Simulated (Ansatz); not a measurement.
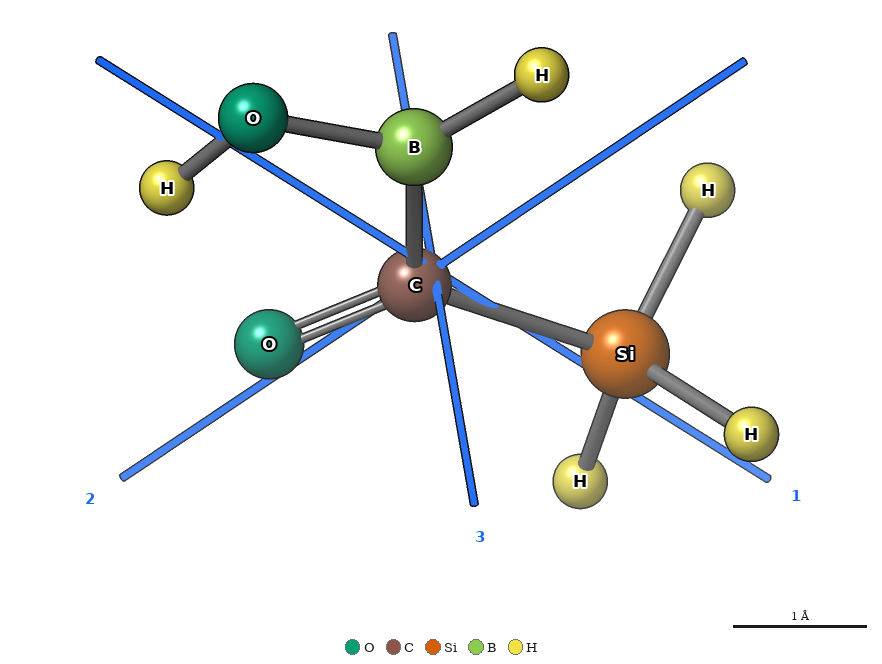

The three principal axes of inertia are drawn and numbered. Depth is shown by fading: the farther an atom, the more it takes the colour of the background. The computed structure is the end point of a PBE0-D4/def2-TZVP optimisation. No frequency run is at hand to confirm it as a minimum. Masses are those of the most abundant isotopes; constants are for the rigid equilibrium geometry.

Which line is the a axis (least moment of inertia), which b and which c?

a is line 1, b is line 2, c is line 3; the moments are 54.0, 237, 285 u Å².

Classify the rotor and give the rotational constants (MHz).

An asymmetric top (Cs): A = 9352, B = 2135, C = 1774 MHz. Ray's parameter κ is −0.90, close to the prolate limit.
